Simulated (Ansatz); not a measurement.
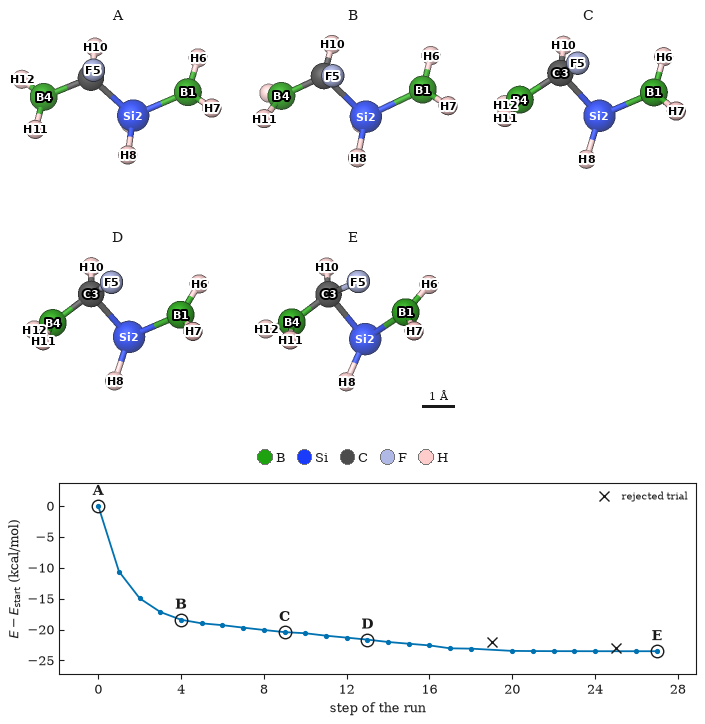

Frames of a relaxation of CH7B2FSi, marked on the history of the run. Style: ball-and-stick. Shown face on.

The run prepares an end point of a later path (torsion) calculation, from a guessed geometry.

Computed with Ansatz 0.2.0, RKS r2SCAN/def2-SVP. (no spin polarisation; force threshold 0.015 eV/Å; at most 40 steps)

### What happens along the run?

An H atom moves most after the best rigid fit: 1.26 Å. By element the largest moves are H 1.26 Å, F 1.17 Å, B 0.72 Å, Si 0.56 Å, C 0.39 Å. Some distances before and after: B–F 3.435 → 1.843 Å, B–C 1.656 → 1.504 Å, B–Si 1.896 → 2.025 Å, C–F 1.354 → 1.483 Å. Among the angles between lasting bonds that change: B–Si–C 110.3° → 79.3°, B–Si–H 106.3° → 125.1°, B–C–H 106.2° → 124.9°. Groups turn about C–Si by about 50°. After 25 accepted moves (27 points after the start) the energy has fallen by 23.5 kcal/mol. Largest force component: 3.7 eV/Å at the start, 0.0035 eV/Å at the end. The line search rejected the trial steps at points 19, 25 of the run. Cost: 110 s on 2 threads of Intel(R) Xeon(R) Platinum 8375C CPU @ 2.90GHz (Ice Lake) (shared host), peak memory 0.2 GiB. From step 0 to 4: an H atom moves most (0.71 Å), energy −18.4 kcal/mol. From step 4 to 9: the F atom moves most (0.56 Å), energy −2.00 kcal/mol. From step 9 to 13: an H atom moves most (0.52 Å), energy −1.21 kcal/mol. From step 13 to 27: F and H atoms move most (0.46 Å), energy −1.88 kcal/mol.

| step | E − E(0), kcal/mol | largest force component, eV/Å | note |
| --- | --- | --- | --- |
| 0 | 0.00 | 3.6953 |  |
| 1 | -10.61 | 2.0102 |  |
| 2 | -14.94 | 0.7652 |  |
| 3 | -17.16 | 0.3372 |  |
| 4 | -18.41 | 0.4957 |  |
| 5 | -18.99 | 0.4411 |  |
| 6 | -19.29 | 0.3647 |  |
| 7 | -19.69 | 0.1536 |  |
| 8 | -20.07 | 0.0834 |  |
| 9 | -20.41 | 0.3114 |  |
| 10 | -20.59 | 0.3490 |  |
| 11 | -20.99 | 0.4023 |  |
| 12 | -21.30 | 0.2751 |  |
| 13 | -21.63 | 0.1504 |  |
| 14 | -22.01 | 0.2697 |  |
| 15 | -22.29 | 0.1996 |  |
| 16 | -22.56 | 0.2732 |  |
| 17 | -23.04 | 0.5139 |  |
| 18 | -23.09 | 0.4068 |  |
| 19 | -21.99 | 0.7485 | rejected |
| 20 | -23.45 | 0.1082 |  |
| 21 | -23.48 | 0.0937 |  |
| 22 | -23.49 | 0.0351 |  |
| 23 | -23.50 | 0.0184 |  |
| 24 | -23.50 | 0.0181 |  |
| 25 | -23.02 | 0.2996 | rejected |
| 26 | -23.50 | 0.0173 |  |
| 27 | -23.51 | 0.0035 |  |
